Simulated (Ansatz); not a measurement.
**Ge (diamond): scan of one atom of the cell**

Relaxed Ge (diamond):

```
CELL_PARAMETERS angstrom
      0.00000     2.83720     2.83720
      2.83720     0.00000     2.83720
      2.83720     2.83720     0.00000
ATOMIC_POSITIONS crystal
  Ge 0.50000 0.50000 0.50000
  Ge 0.75000 0.75000 0.75000
```

In each cell atom 2 (Ge, nearest neighbour Ge at 2.457 Å; its periodic images, 4.0 Å or more away, move with it) moves by s·(0.000, 0.000, 1.000) (along Cartesian z), the rest being held.

These are r2SCAN (plane waves to 500 eV, PAW, scalar-relativistic; Ansatz, an electronic-structure program) values and carry that method's errors. k mesh 8×8×8 (Γ-centred), Fermi-Dirac smearing 0.05 eV. The energy includes the smearing's −TS. As the smearing reaches across the gap at some points, energies and forces of such displacements shift with the k mesh and the smearing. Ge was relaxed with its symmetry unable to fall. ΔE is measured from the undisplaced structure.

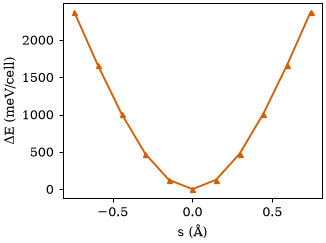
ΔE (meV/cell) against s (Å); one marker a computed point.

The force along the line at s = -0.740 Å is 4.89 eV/Å. The zone-centre optical wavenumber from k comes out as 293 cm⁻¹. Symmetry of the curve: even: the same for both signs. Harmonic estimate at the end of the scan: ½ks² = 3149 meV/cell against the computed 2372 meV/cell, so the well is softer than harmonic there. Shape of the curve: a single well with its minimum at or next to zero displacement.

With its periodic images moving along, the atom's site symmetry in this cell is -43m.

(A displaced cell: forces are minus the slopes of the energy, force constants its curvatures, and phonons follow from these.)
